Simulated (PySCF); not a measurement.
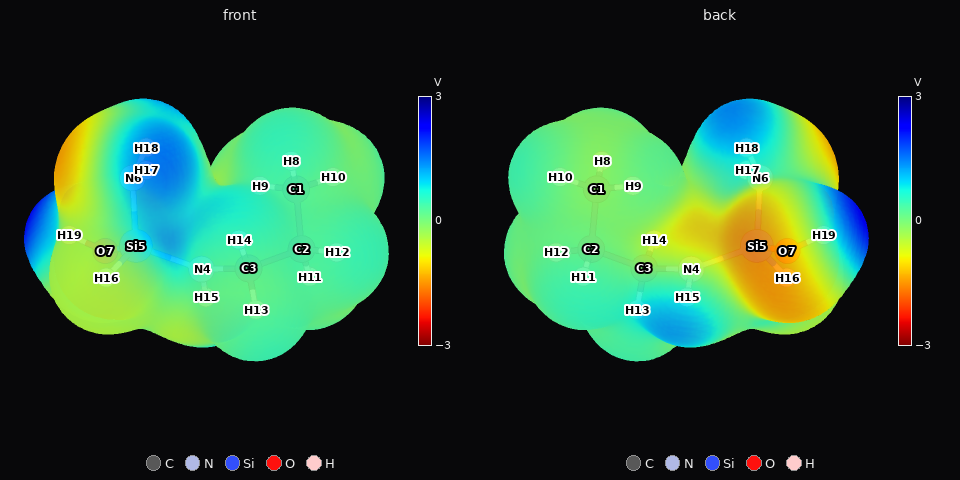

C₃H₁₂N₂OSi. The electrostatic potential painted on the density surface at 0.002 e/bohr³, seen from the front and from behind; the colour scale runs from red (negative) to blue (positive).

Geometry: GFN2-xTB.

Computed with PBE0/pcSseg-1, SCF density, gas phase, non-relativistic in PySCF 2.14.0.

```
atom    x (Å)    y (Å)    z (Å)
   C   2.0288   0.6419  -0.6257
   C   1.9698  -0.6515   0.1764
   C   0.6183  -0.8151   0.8802
   N  -0.4606  -0.9151  -0.0664
  Si  -1.9767  -0.1288   0.0704
   N  -1.8944   1.5865   0.2686
   O  -2.6508  -0.4911  -1.3682
   H   1.9493   1.5026   0.0356
   H   1.2046   0.6715  -1.3337
   H   2.9655   0.7123  -1.1740
   H   2.1228  -1.5018  -0.4922
   H   2.7641  -0.6644   0.9257
   H   0.6582  -1.6985   1.5357
   H   0.4304   0.0563   1.5116
   H  -0.4015  -1.7431  -0.6372
   H  -2.8230  -0.5662   1.1851
   H  -1.5961   1.9417   1.1611
   H  -1.4554   2.1234  -0.4637
   H  -3.4631  -0.0515  -1.5968
```

### Describe the electrostatic potential map.

The most negative region (about −1.5 V) lies over O7, the most positive (about +2.2 V) over H19. O7 is the likeliest acceptor of a hydrogen bond.

### What dipole moment does the calculation give?

Its dipole moment is 1.09 D.
